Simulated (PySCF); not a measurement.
C2H8F2SSi2 (SMILES FC(F)CS[SiH2][SiH3])

```csv
atom,x (Å),y (Å),z (Å)
F,-2.1027,-1.2405,0.7825
C,-2.5076,0.0466,0.6517
F,-3.8308,-0.0112,0.3577
C,-1.7512,0.7510,-0.4562
S,-0.0956,1.2590,0.0860
Si,1.0201,-0.6062,-0.0264
Si,3.2585,-0.0395,-0.1061
H,-2.3979,0.5390,1.6292
H,-2.2862,1.6629,-0.7193
H,-1.6752,0.1023,-1.3285
H,0.4560,-1.2320,-1.2249
H,0.5734,-1.4012,1.1156
H,3.6987,0.7046,1.0741
H,3.6036,0.7541,-1.2866
H,4.0325,-1.2808,-0.1678
```

Geometry: GFN2-xTB.

Computed with PBE0/pcSseg-1, SCF density, gas phase, non-relativistic (PySCF 2.14.0).

> What can the converged electron density and electron localisation function tell about the bonding?

Si–S (2.18 Å): ρ is about 0.79 e/Å³ halfway; the ELF peaks at about 0.95 between the atoms: localised, covalent bonding.
Si–Si (2.31 Å): ρ is about 0.67 e/Å³ halfway; the ELF peaks at about 1 between the atoms; a shared electron pair.

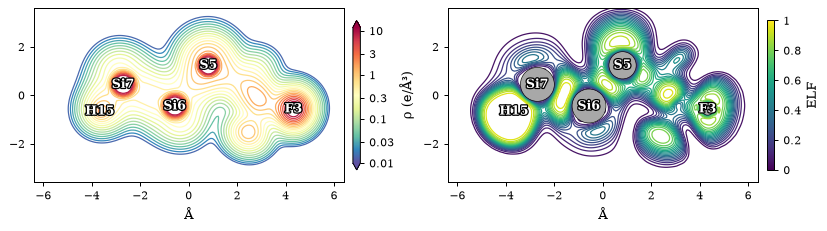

Computed electron density and electron localisation function on the plane of atoms S5, Si6 and Si7, in this order. Grey discs cover the atomic cores in the ELF map. 
